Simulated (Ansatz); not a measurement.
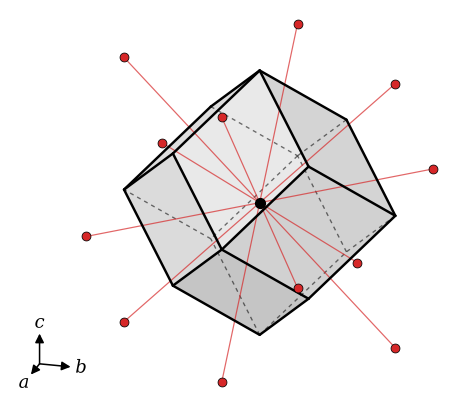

For Au, the geometry relaxed with Ansatz 0.2.0, DFT, r2SCAN, plane waves (500 eV) with PAW, scalar-relativistic: the Wigner–Seitz cell of the crystal's lattice, with lines to the lattice points that define its faces. All values are computed from the atomic coordinates in the standard setting (tolerance 0.002 Å).

a = 4.123 Å, b = 4.123 Å, c = 4.123 Å, α = 90.00°, β = 90.00°, γ = 90.00°; space group Fm-3m, No. 225.

What is the cell's combinatorial type?

A rhombic dodecahedron: 12 faces (12 with 4 edges), 24 edges, 14 vertices. Its volume is that of the primitive cell, 17.5 Å³.

Which lattice vectors do the faces bisect?

```
      example  length (Å)  faces  edges of each  area (Å²)
1/2 a + 1/2 b        2.92     12              4        3.0
```
